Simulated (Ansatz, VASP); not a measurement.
# GaN in two plane-wave programs

Aim: how closely do two programs agree when they are given the same cell, functional and k mesh?

Main program and level: Ansatz 0.2.0; plane waves, with VASP 6.6.1 beside it; band structure at PBE0.

The database entry behind the starting cell has ideal inner coordinates that were not refined, so it need not match the best structure at ambient conditions.

### 1. Starting point

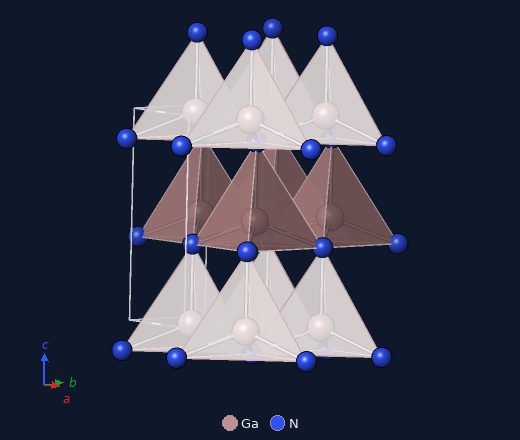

The cell as given, slightly off an axis (gallium pink, nitrogen blue). 2×2×1 cells are drawn. Some periodic images of atoms are drawn too.

### 2. Ansatz: band structure, PBE0

Ansatz runs on its default PAW (the set named soft_2) files.

The same path points are solved in both programs, so levels can be compared one by one.

input.yaml

```yaml
crystal:
  lattice:
    - [3.19, 0.0, 0.0]
    - [-1.595, 2.7626210381, 0.0]
    - [0.0, 0.0, 5.189]
  atoms:
    - { symbol: Ga, position: [0.3333333333, 0.6666666667, 0.5] }
    - { symbol: Ga, position: [0.6666666667, 0.3333333333, 0.0] }
    - { symbol: "N", position: [0.3333333333, 0.6666666667, 0.875] }
    - { symbol: "N", position: [0.6666666667, 0.3333333333, 0.375] }
hamiltonian:
  xc: pbe0
  pseudopotentials: { kind: paw }
kpoints:
  mp_grid: { grid: [5, 5, 3] }
  band_path:
    path:
      - [0.0, 0.0, 0.0]
      - [0.44444, 0.0, 0.0]
      - [0.38889, 0.22222, 0.0]
      - [0.18519, 0.18519, 0.0]
      - [0.0, 0.0, 0.11111]
      - [0.0, 0.0, 0.5]
      - [0.44444, 0.0, 0.5]
      - [0.38889, 0.22222, 0.5]
      - [0.18519, 0.18519, 0.5]
      - [0.5, 0.0, 0.38889]
      - [0.33333, 0.33333, 0.0]
      - [0.33333, 0.33333, 0.5]
    npoints: 1
scf:
  occupations: { method: gaussian, width: 0.03 }
  n_extra_bands: 8
output:
  forces: true
  stress: true
  eigenvalues: true
```

The run is started by

```sh
> ansatz run input.yaml --threads 4 --pin off --max-ram 9216MiB --backend cpu --events-out ev --progress --plain --runs-dir out
```

Numbers of over 12 decimals in the logs are rounded to 6 here.

The program printed:

```text
Warning: output.stress: scf.convergence.dr2_threshold = 1e-7 eV (the SCF's general default) is looser than the 4e-10 eV advised for a printed stress (1e-10 eV for each atom of the cell: 4). What an SCF threshold leaves in a stress goes as its square root, and in the free energy as the threshold itself, and one threshold admits the most on a small cell: [figures from the program's tests cut] Set scf.convergence.dr2_threshold to 4e-10 eV or tighter. The threshold is an SCF's pass mark: one that does not reach it within its budget of iterations ends unconverged, or closes short of it on a stop that the run arms, and scf.convergence.dr2_threshold's page says what that costs each kind of run
Warning: output.stress: scf.exx.energy_threshold = 1e-6 eV is looser than the 4e-8 eV advised for a stress under a hybrid functional (1e-8 eV for each atom of the cell: 4). Every SCF of the exchange loop can meet its threshold on dr2 while the loop round them stops early: no threshold on dr2 bounds what that leaves in the stress. Set scf.exx.energy_threshold to 4e-8 eV or tighter. The threshold is the loop's pass mark: a loop that does not reach it within its budget of cycles ends unconverged, and scf.exx.energy_threshold's page has the law
scf.n_extra_bands = 8 over 18 filled bands (N_el = 36.0): the run solves 26 bands
Engine: ansatz 0.2.0, aarch64-unknown-linux-gnu
Pseudopotentials: kind: paw
Pseudopotential: Ga, paw, valence charge 13, recommended cutoff 420 eV (normal), Ga.paw.azcp
Pseudopotential: N, paw, valence charge 5, recommended cutoff 420 eV (normal), N.paw.azcp
Functional definition: PBE0
  parameter a = 0.25
  parameter kappa = 0.804
  parameter beta = 0.066725
  exchange = (1 - a)*pbe_x(kappa = kappa, mu = beta*pi^2/3) + a*exact_x
  correlation = pbe_c(beta = beta)
Crystal: 4 atoms, lattice volume = 45.729 Å³
Basis set: ecut = 420 eV, 917 PW (Γ), exchange–correlation on 48×48×72 points (8 copies of the dense FFT grid, shifted against one another)
Bands: 26, of which v1, the nominal top of the filled ones, is band 18 counted from 1 (17 counted from 0)
Symmetry: 12 space group operations
Space group: P63mc (ITA 186), of the structure as read, at distance tolerance 3.6e-5 Å
k-points: 10 of 75 (time reversal used)
Non-local potential: Ga, projectors of the file, l = 0: 2, l = 1: 2, l = 2: 3, l = 3: 1
Non-local potential: N, projectors of the file, l = 0: 2, l = 1: 2, l = 2: 1
PAW form: soft (Blöchl's): semilocal exchange-correlation on the pseudo side does not see the compensation charge
PAW frozen core: Ga, regenerated for the run's functional, and the local potential with it (the file was generated under x = pbe(κ = 0.804, μ = 0.219515), c = pbe(β = 0.066725))
PAW frozen core: N, regenerated for the run's functional, and the local potential with it (the file was generated under x = pbe(κ = 0.804, μ = 0.219515), c = pbe(β = 0.066725))
PAW one-centre angular grid: Ga, 590 points (default); XC on 64 Gauss nodes
PAW one-centre angular grid: N, 110 points (default); XC on 64 Gauss nodes
Initial density: superposition of atomic densities (neutral atoms: chi_scale 0, normalization atom), corrected by the library's trained network
Initial wavefunctions: pseudopotential atomic-orbital guess
Functional: x = pbe(κ = 0.804, μ = 0.219515), c = pbe(β = 0.066725), warm-up for x = 0.75 pbe(κ = 0.804, μ = 0.219515) + 0.25 exact, c = pbe(β = 0.066725)
SCF iter   1: F=—  HF=-8335.802988 eV  |F-HF|=—  |Δ(HF+E_count)|=         —  Δρ=8.12e-4  dr2=1.11e-4  ethr=1.77e-3  ⟨swp⟩=2.0  Hψ=1648  notcnv=0
preconditioner: auto → none  [insulator: Δε(μ)=1.883 eV  Ē_g=18.790 eV  σ=0.030 eV  W_gap=1.00  n_scr=22 (ndim 8)  ℏωp=32.9 eV  f_vac=0.009  D(μ)=0.00/eV (n_scr^D=0)]
SCF iter   2: F=-8335.803363 eV  HF=-8335.803255 eV  |F-HF|=1.08e-4  |Δ(HF+E_count)|=   2.67e-4  Δρ=3.89e-4  dr2=2.53e-5  ethr=3.08e-7  ⟨swp⟩=4.1  Hψ=703  notcnv=0  defer=1
SCF 1 stopped early in 2 iterations: F = -8335.803363 eV  dr2 = 2.53e-5
  greatest PAW one-centre occupation: 0.995 electrons in one spin orbital (limit 2), on the Ga atom at site 1 (counted from 0), in its partial waves of l = 2
Initial density: handed on by an earlier stage of this run
Initial wavefunctions: those handed on with the density
Functional: x = 0.75 pbe(κ = 0.804, μ = 0.219515) + 0.25 exact, c = pbe(β = 0.066725)
Frozen-core exchange: fock
SCF iter   1: F=—  HF=-8337.019882 eV  |F-HF|=—  |Δ(HF+E_count)|=         —  Δρ=1.65e-2  dr2=4.93e-2  ethr=7.02e-7  ⟨swp⟩=6.0  Hψ=1316  notcnv=0
preconditioner: auto → none  [insulator: Δε(μ)=3.787 eV  Ē_g=22.780 eV  σ=0.030 eV  W_gap=1.00  n_scr=22 (ndim 8)  ℏωp=32.9 eV  f_vac=0.010  D(μ)=0.00/eV (n_scr^D=0)]
SCF iter   2: F=—  HF=-8336.997334 eV  |F-HF|=—  |Δ(HF+E_count)|=   2.25e-2  Δρ=4.23e-3  dr2=6.44e-3  ethr=7.02e-7  ⟨swp⟩=4.0  Hψ=938  notcnv=0
SCF iter   3: F=—  HF=-8337.016923 eV  |F-HF|=—  |Δ(HF+E_count)|=   1.96e-2  Δρ=4.40e-3  dr2=3.49e-3  ethr=7.02e-7  ⟨swp⟩=4.0  Hψ=949  notcnv=0
SCF iter   4: F=—  HF=-8337.016407 eV  |F-HF|=—  |Δ(HF+E_count)|=   5.17e-4  Δρ=1.48e-3  dr2=3.86e-4  ethr=7.02e-7  ⟨swp⟩=3.3  Hψ=624  notcnv=0
SCF iter   5: F=—  HF=-8337.016831 eV  |F-HF|=—  |Δ(HF+E_count)|=   4.24e-4  Δρ=5.93e-4  dr2=1.07e-4  ethr=7.02e-7  ⟨swp⟩=3.7  Hψ=513  notcnv=0  defer=1
iter 6 solved again at ethr=2.40e-8 eV; its pass at ethr=2.76e-7 eV (dr2=8.63e-6 eV) is discarded
SCF iter   6: F=—  HF=-8337.016800 eV  |F-HF|=—  |Δ(HF+E_count)|=   3.04e-5  Δρ=1.30e-4  dr2=1.02e-5  ethr=2.40e-8  ⟨swp⟩=2.0  Hψ=1105  notcnv=0
SCF iter   7: F=-8337.016797 eV  HF=-8337.016797 eV  |F-HF|=1.15e-7  |Δ(HF+E_count)|=   2.88e-6  Δρ=2.35e-5  dr2=1.68e-6  ethr=2.40e-8  ⟨swp⟩=3.0  Hψ=483  notcnv=0
SCF 2 stopped early in 7 iterations: F = -8337.016797 eV  dr2 = 1.68e-6
  Residual-converged pass: ⟨swp⟩=3.4  Hψ=626  notcnv=0  max |occ|·‖R‖ = 6.2e-6 eV (tolerance 6.7e-6 eV)  dr2=1.68e-6  dr2_onsite=9.87e-8  max |Δocc| = 0.0e0
  greatest PAW one-centre occupation: 0.996 electrons in one spin orbital (limit 2), on the Ga atom at site 0 (counted from 0), in its partial waves of l = 2
hybrid outer 1: dexx = +2.224e-2 eV, tail = 6.34e-5 eV
Frozen-core exchange: fock
SCF iter   1: F=—  HF=-8337.016288 eV  |F-HF|=—  |Δ(HF+E_count)|=         —  Δρ=4.24e-5  dr2=7.69e-7  ethr=8.80e-7  ⟨swp⟩=4.3  Hψ=612  notcnv=0
preconditioner: auto → none  [insulator: Δε(μ)=3.858 eV  Ē_g=22.626 eV  σ=0.030 eV  W_gap=1.00  n_scr=22 (ndim 8)  ℏωp=32.9 eV  f_vac=0.011  D(μ)=0.00/eV (n_scr^D=0)]
SCF iter   2: F=—  HF=-8337.016290 eV  |F-HF|=—  |Δ(HF+E_count)|=   1.90e-6  Δρ=1.20e-5  dr2=4.10e-8  ethr=1.57e-9  ⟨swp⟩=4.0  Hψ=807  notcnv=0
SCF iter   3: F=—  HF=-8337.016290 eV  |F-HF|=—  |Δ(HF+E_count)|=   4.76e-8  Δρ=4.98e-6  dr2=5.39e-9  ethr=1.03e-10  ⟨swp⟩=3.6  Hψ=697  notcnv=0  defer=1
SCF iter   4: F=—  HF=-8337.016290 eV  |F-HF|=—  |Δ(HF+E_count)|=   4.99e-9  Δρ=2.61e-6  dr2=1.25e-9  ethr=1.30e-11  ⟨swp⟩=3.1  Hψ=541  notcnv=0  defer=1
SCF iter   5: F=-8337.016290 eV  HF=-8337.016290 eV  |F-HF|=6.86e-10  |Δ(HF+E_count)|=   5.56e-9  Δρ=1.17e-6  dr2=6.53e-10  ethr=2.19e-12  ⟨swp⟩=3.6  Hψ=642  notcnv=0  defer=1
SCF 3 converged in 5 iterations: F = -8337.016290 eV  dr2 = 6.53e-10
  Residual-converged pass: ⟨swp⟩=2.1  Hψ=442  notcnv=0  max |occ|·‖R‖ = 6.1e-7 eV (tolerance 6.3e-7 eV)  dr2=6.60e-10  dr2_onsite=3.89e-10  max |Δocc| = 0.0e0
  greatest PAW one-centre occupation: 0.996 electrons in one spin orbital (limit 2), on the Ga atom at site 1 (counted from 0), in its partial waves of l = 2
hybrid outer 2: dexx = +8.478e-7 eV, tail = 3.52e-8 eV, Δε = 2.68e-3 eV (about 7.84e-5 eV left of the loop's levels), ΔF = 4.51e-5 eV/Å (tail 1.21e-4)
NSCF: frozen V_eff on 12 k-points
hybrid SCF converged: 2 outer / 12 inner (+2 warm-up), last move |dexx| = 8.48e-7 eV, tail = 3.52e-8 eV
Stability not checked: this state was not tested for a lower state beside it, because the functional holds exact exchange (a hybrid, or Hartree-Fock), whose exchange loop this test does not read (fock_operator; see scf.lower_state_search)
Free energy (F): -8337.016290 eV
Frozen-core exchange: fock
Harris-Foulkes:  -8337.016290 eV  (|F-HF|=6.86e-10)
Internal energy: -8337.016290 eV  (E = F + TS)
E sigma→0 (E₀):  -8337.016290 eV
Fermi energy:    10.415802 eV
--- Per-component energies (eV) ---
  E_band       = -107.559512
  E_kinetic    = 493.617782
  E_local      = -3913.007231  (includes V_loc(G=0)·N_el)
  E_nonlocal   = 950.495756
  E_hartree    = 1807.672190
  E_xc         = -198.288043
  E_vxc        = -206.730778  (∫ρ·V_xc dr)
  E_exx        = -138.983999  (= α·E_x^exact, valence–valence)
  E_paw        = -4166.094147  (= ΣΔE_a)
  E_vpaw       = -769.311735  (= ΣTr[D̂ρ^β])
  E_aug_tail   = 0.000123  (compensation charges beyond the density's cutoff)
  E_ewald      = -3172.508547
  E_core_change = 0.079827  (= ΣΔE_core)
  E_smearing   = -0.000000  (= −TS)
  E_closure    = -0.000000  (closes the sum)
  Σ components = -8337.016290   (vs F -8337.016290, Δ=0.00e0)
--- Forces (eV/Å), atoms counted from 1 ---
  atom   1  Ga    -0.00000000     0.00000000    -0.13870569
  atom   2  Ga     0.00000000    -0.00000000    -0.13870569
  atom   3  N      0.00000000     0.00000000     0.13869739
  atom   4  N      0.00000000    -0.00000000     0.13869739
  max |Σ_I F_I| component: 1.66e-5 eV/Å
--- Stress (GPa, compression-positive) ---
       -1.597897       0.000000       0.000000
        0.000000      -1.597897       0.000000
        0.000000       0.000000      -0.622311
  P = ⅓ Tr σ = -1.2727 GPa (-12.727 kbar)
--- Band table (eV; the first three rows and the last of 10) ---
  k-point 0: bands = [... 14 lower, 7.3469, 8.4296, 8.4867, 8.4867, 12.3448, 14.8916, 20.1904, 20.6882, ... 4 higher]
  k-point 1: bands = [... 14 lower, 7.6192, 7.6192, 8.1877, 8.1877, 14.1022, 15.0398, 19.5056, 19.8732, ... 4 higher]
  k-point 2: bands = [... 14 lower, 6.1816, 6.6138, 7.9723, 8.1258, 14.3215, 16.5190, 18.5652, 19.5060, ... 4 higher]
  k-point 9: bands = [... 14 lower, 4.1471, 5.3507, 6.0835, 6.8140, 15.8831, 17.1534, 18.3591, 18.6354, ... 4 higher]
```

Wall time 54 s (4 threads of Arm Neoverse N1, shared host); peak memory 0.76 GiB.

The column dr2 measures how far the density is from self-consistency, as an energy; F and HF (Harris–Foulkes) agree once it is small.

(Continued in part 2 of 2.)

[Lines on the potential files, build, host, timing and source positions are cut from VASP's logs without a mark.]

[Logs are printed without paths, hosts, clocks, repeated set-up lines and the standing remarks that a program may print on its own settings, such as how far it seeks lower states.]

[Hosts, paths, dates, database ids (printed as entryN), source tags and the programs' standing remarks are cut or masked in the printed files.]
